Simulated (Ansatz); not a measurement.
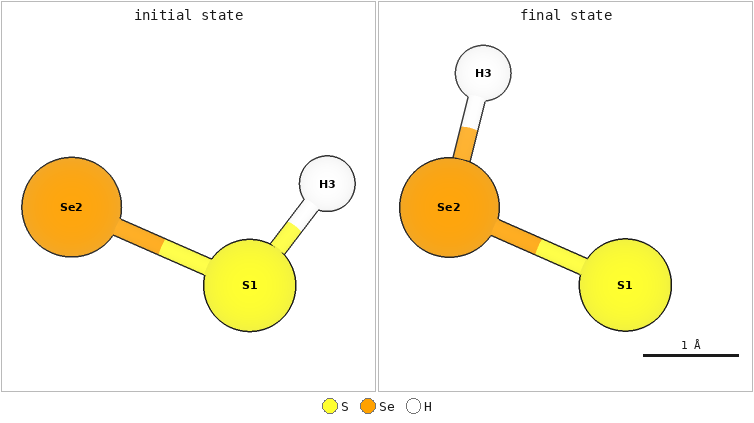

The two relaxed end points of a path for HSeS (charge +1). A ball-and-stick model, seen at a tilt.

The calculation used Ansatz, RKS B3LYP-D4/def2-SVP.

Set-up: 7 movable images; climbing image; force threshold 0.05 eV/Å; iteration limit 60.

Start:
```xyz
3

S    -0.3705   -0.5894   -0.2604
Se    1.3476   -0.0400    0.7323
H    -0.9772    0.6294   -0.4719
```

End:
```xyz
3

S    -0.1371   -1.5105   -0.2235
Se    0.6073    0.2912    0.3604
H    -0.4702    1.2193   -0.1369
```

Question: Predict the minimum-energy path and its barrier.

Answer: Forward barrier 37.4 kcal/mol, backward barrier 33.8 kcal/mol, with image 4 at the top; the reaction energy is +3.6 kcal/mol. A hydrogen atom shifts from one atom to another. Breaking: S1–H3 (1.38 → 1.66 at the top → 2.75 Å). Forming: Se2–H3 (2.70 → 1.64 at the top → 1.51 Å). The band converged in 5 iterations. The largest component of the band force went from 3.1 to 0.011 eV/Å. The climbing image converged on the top of the path. Its vibrational analysis gives one imaginary mode (1393i cm⁻¹), as a transition state must have.

Energies of the converged images:

| image | path (Å) | E (kcal/mol) |
| --- | --- | --- |
| 0 | 0.00 | 0.0 |
| 1 | 0.23 | 3.9 |
| 2 | 0.46 | 14.6 |
| 3 | 0.70 | 29.0 |
| 4 | 0.93 | 37.4 |
| 5 | 1.15 | 30.2 |
| 6 | 1.38 | 17.2 |
| 7 | 1.61 | 7.2 |
| 8 | 1.83 | 3.6 |

The geometry at the top of the path:

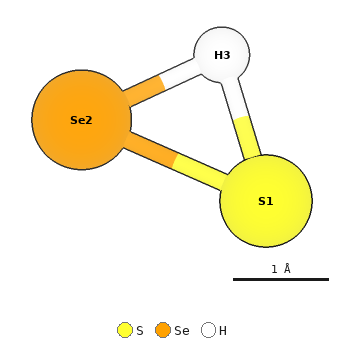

The run took 19 s on 1 thread of AMD EPYC 9R45 96-Core Processor (Zen 5), with other jobs on the host, peak memory 0.14 GiB.
